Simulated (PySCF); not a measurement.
## Electronic structure of C5H7OP in real space

Input

```
{"job": {"kind": "uv", "xc": "wB97X-D", "basis": "def2-SVPD", "nstates": 8, "ntriplets": 3}, "charge": 0, "multiplicity": 1}
C     -1.413309     2.484713     0.724188
C     -0.965989     1.471740     0.259666
P     -0.299823     0.020963    -0.526649
C     -1.338337    -1.327865     0.150506
O     -0.271401     0.082024    -1.990058
C      1.322814    -0.146930     0.265226
C      2.387349    -0.307243    -0.500352
H     -1.809406     3.363184     1.146138
H     -1.320425    -1.344914     1.235937
H     -2.357669    -1.178064    -0.201688
H     -0.963744    -2.269713    -0.247639
H      1.370279    -0.100978     1.343334
H      2.272775    -0.335947    -1.572982
H      3.386209    -0.411445    -0.107792
```

Command:

```sh
OMP_NUM_THREADS=1 python probes_run.py task.json out
```

Geometry: GFN2-xTB.

The calculation used wB97X-D/def2-SVPD, SCF density, gas phase in PySCF 2.14.0.

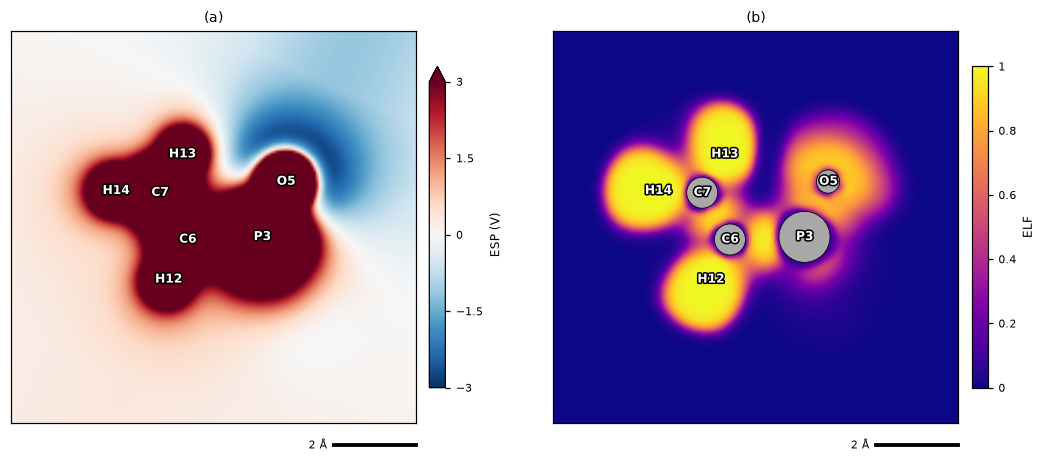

Figure 1. (a) molecular electrostatic potential; (b) electron localisation function on the plane of atoms P3, C6 and C7. Grey discs cover the atomic cores in the ELF map.

What does the map show?

- Atoms in the plane: P, O, C and H.
- P–O (1.46 Å): the ELF peaks at about 0.85 between the atoms, as expected for a polar covalent bond.
- C–H (1.08 Å): the ELF climbs to about 1 towards the hydrogen, as it does in any bond to H: a covalent bond by its length.
- C–C (1.32 Å): the ELF peaks at about 0.90 between the atoms; a multiple bond.
- C–P (1.81 Å): the ELF peaks at about 0.95 between the atoms (localised, covalent bonding).
- The ELF also peaks beside O5, away from the bonds: lone-pair regions.
- Outside the dense part of the molecule the potential is most negative (−2.7 V) near O5.

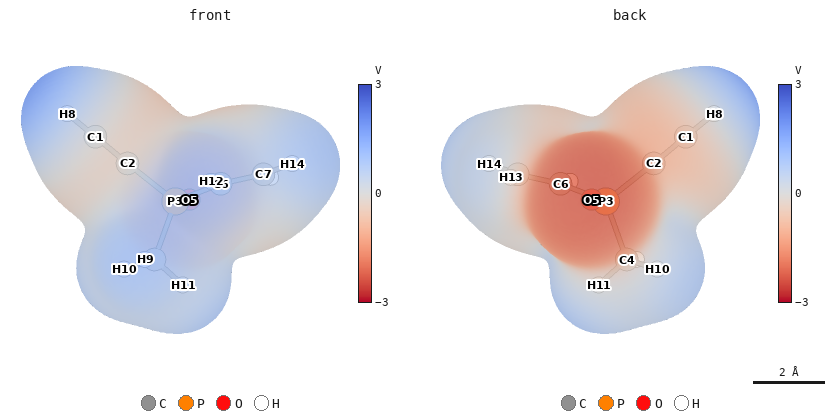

Figure 2. The molecular electrostatic potential painted on the density surface at 0.001 e/bohr³, seen from the front and from behind; the colour scale runs from red (negative) to blue (positive).

Where is the surface potential most negative and most positive?

The most negative region (about −2.1 V) lies over O5, the most positive (about +1.5 V) over H8. O5 is the likeliest acceptor of a hydrogen bond.

How polar is the molecule by this calculation?

Its dipole moment is 4.07 D.

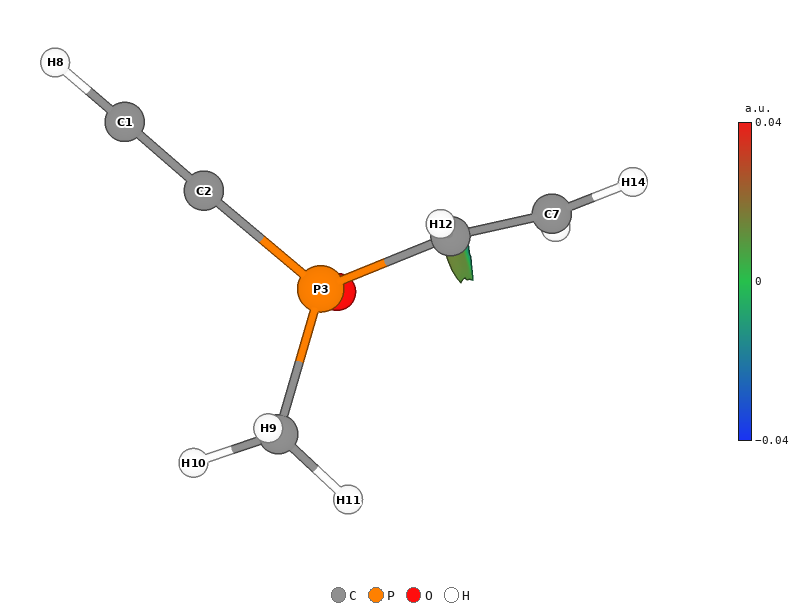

Figure 3. Non-covalent interaction (NCI) plot: the surface where the reduced density gradient is 0.5, for densities under 0.05 a.u., coloured by sign(λ₂)ρ; seen across its widest extent.

What holds or crowds the atoms apart from the covalent bonds?

Near H13, O5 and C7: mostly steric crowding (olive to red).
